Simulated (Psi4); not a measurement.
**OCS (carbonyl sulfide) at PBE0/def2-SVP (density fitting with cc-pvtz-jkfit, sweep point 4)**

Aim: the vertical ionisation energy of OCS (carbonyl sulfide) at PBE0/def2-SVP (density fitting with cc-pvtz-jkfit, sweep point 4), from 2 runs. 

Program for the calculation: Psi4 1.11.

2 further runs of the same task are left out: 2 set aside as unsound or not needed.

## (1) The system as given

OCS: 3 atoms, total charge 0, spin state singlet. SMILES: `O=C=S`. The coordinates come from a GFN2-xTB relaxation.

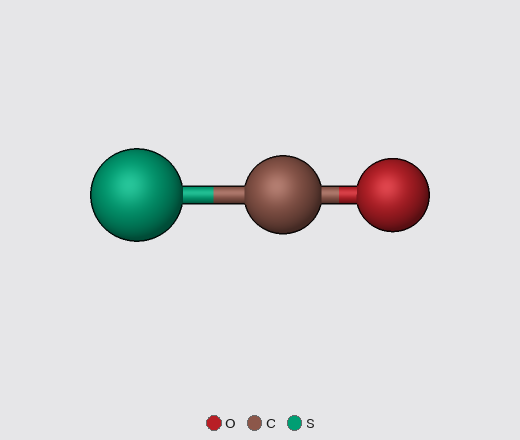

The structure, seen from a chosen angle (oxygen red, carbon brown, sulfur teal).

## (2) A single-point energy at PBE0/def2-SVP (density fitting with cc-pvtz-jkfit, sweep point 4)

Contents of job.dat:

```
memory 1.6 GB

molecule {
  0 1
  O      0.917690     0.682680     0.579560
  C      0.092740     0.066300     0.058350
  S     -1.010430    -0.748980    -0.637910
  symmetry c1
}

set {
  basis                def2-SVP
  puream               true
  scf_type             df
  dft_radial_points    99
  dft_spherical_points 590
  df_basis_scf         cc-pvtz-jkfit
}

result, w = energy('pbe0', return_wfn=True)
```

Command:

```sh
$ psi4 -i job.dat -o job.out -n 1
```

job.out:

```text
[...]
  Running in c1 symmetry.
[...]
  Nuclear repulsion =   80.187879623294720
[...]
  Multiplicity = 1
[...]
  Nalpha       = 15
  Nbeta        = 15
[...]
    Number of basis functions: 46
[...]
   @DF-RKS iter   1:  -510.97447306461316   -1.52339e-01   9.88897e-03 DIIS/ADIIS
[...]
   @DF-RKS iter   8:  -511.06577296998910   -2.88895e-08   8.57371e-07 DIIS
[...]
    Orbital Energies [Eh]
    ---------------------
    Doubly Occupied:
       1A    -89.035528     2A    -19.296783     3A    -10.392454
       4A     -8.040149     5A     -5.982301     6A     -5.975283
       7A     -5.975283     8A     -1.161664     9A     -0.854466
      10A     -0.561100    11A     -0.498018    12A     -0.498018
      13A     -0.484668    14A     -0.317477    15A     -0.317477
[...]
  @DF-RKS Final Energy:  -511.06577296998910
   => Energetics <=
    Nuclear Repulsion Energy =             80.1878796232947195
    One-Electron Energy =                -862.5854632528983075
    Two-Electron Energy =                 301.1225303201495080
    DFT Exchange-Correlation Energy =     -29.7907196605350748
    Empirical Dispersion Energy =           0.0000000000000000
    VV10 Nonlocal Energy =                  0.0000000000000000
    Total Energy =                       -511.0657729699890979
[...]
 Multipole Moments:
 ------------------------------------------------------------------------------------
     Multipole            Electronic (a.u.)      Nuclear  (a.u.)        Total (a.u.)
 ------------------------------------------------------------------------------------
 L = 1.  Multiply by 2.5417464519 to convert [e a0] to [Debye]
 Dipole X            :         -0.1911201           -0.0161433           -0.2072634
 Dipole Y            :         -0.1221699           -0.0101472           -0.1323171
 Dipole Z            :         -0.0000000           -0.0000000           -0.0000000
 Magnitude           :                                                    0.2458982
[...]
```

Wall time 7.8 s (1 thread of Intel Xeon Platinum 8259CL at 2.50GHz (Skylake/Cascade Lake), shared host); peak memory 0.4 GiB.

## (3) The doublet cation

Contents of calc.dat:

```
memory 1.6 GB

molecule geom {
  1 2
  O      0.917690     0.682680     0.579560
  C      0.092740     0.066300     0.058350
  S     -1.010430    -0.748980    -0.637910
  symmetry c1
}

set reference uks
set puream true
set scf_type df
set dft_radial_points 99
set dft_spherical_points 590
set df_basis_scf cc-pvtz-jkfit
set maxiter 150

energy('pbe0/def2-SVP')
```

Command:

```sh
$ psi4 calc.dat calc.out -n 1
```

calc.out:

```text
[...]
  Running in c1 symmetry.
[...]
  Nuclear repulsion =   80.187879623294720
[...]
  Multiplicity = 2
[...]
  Nalpha       = 15
  Nbeta        = 14
[...]
    Number of basis functions: 46
[...]
   @DF-UKS iter   1:  -510.56715706961836    2.54977e-01   8.55805e-03 DIIS/ADIIS
[...]
   @DF-UKS iter  10:  -510.64675278935658   -8.51663e-08   6.03793e-07 DIIS
[...]
   @S^2 Observed:                7.669061177E-01
[...]
    Orbital Energies [Eh]
    ---------------------
    Alpha Occupied:
       1A    -89.399953     2A    -19.627468     3A    -10.692249
       4A     -8.401631     5A     -6.348411     6A     -6.340308
       7A     -6.331763     8A     -1.473045     9A     -1.198281
      10A     -0.861011    11A     -0.812043    12A     -0.801789
      13A     -0.793405    14A     -0.668348    15A     -0.629501
    Alpha Virtual:
      16A     -0.328995    17A     -0.312118    18A     -0.211042
      19A     -0.089349    20A      0.140458    21A      0.203059
      22A      0.210242    23A      0.259012    24A      0.291597
      25A      0.294565    26A      0.295867    27A      0.323349
[...]
  @DF-UKS Final Energy:  -510.64675278935658
   => Energetics <=
    Nuclear Repulsion Energy =             80.1878796232947195
    One-Electron Energy =                -852.8032938090434527
    Two-Electron Energy =                 291.4835928830217995
    DFT Exchange-Correlation Energy =     -29.5149314866297061
    Empirical Dispersion Energy =           0.0000000000000000
    VV10 Nonlocal Energy =                  0.0000000000000000
    Total Energy =                       -510.6467527893565830
[...]
 Multipole Moments:
 ------------------------------------------------------------------------------------
     Multipole            Electronic (a.u.)      Nuclear  (a.u.)        Total (a.u.)
 ------------------------------------------------------------------------------------
 L = 1.  Multiply by 2.5417464519 to convert [e a0] to [Debye]
 Dipole X            :         -0.5033954           -0.0161433           -0.5195386
 Dipole Y            :         -0.3194259           -0.0101472           -0.3295731
 Dipole Z            :         -0.0000000           -0.0000000           -0.0000000
 Magnitude           :                                                    0.6152551
[...]
```

It took 12 s on 1 thread of Intel Xeon Platinum 8259CL at 2.50GHz (Skylake/Cascade Lake), shared host; peak memory 0.4 GiB.

## (4) What came out

At PBE0/def2-SVP (density fitting with cc-pvtz-jkfit, sweep point 4):

| quantity | value |
| --- | --- |
| singlet OCS: total energy | -511.06577 Eh |
| singlet OCS: dipole moment | 0.63 D |
| singlet OCS: HOMO energy | -8.64 eV |
| singlet OCS: LUMO energy | -0.49 eV |
| singlet OCS: HOMO–LUMO gap | 8.14 eV |
| doublet cation: total energy | -510.64675 Eh |
| doublet cation: HOMO energy (highest over α and β) | -16.74 eV |
| doublet cation: LUMO energy (lowest over α and β) | -14.09 eV |
| doublet cation: ⟨S²⟩ | 0.767 |
| vertical ionisation energy (to the doublet cation) | 11.402 eV |

**Reading.** The vertical ionisation energy comes to 11.40 eV (1100 kJ/mol). −ε(HOMO) before ionisation, 8.64 eV, is 2.76 eV below this ionisation energy.
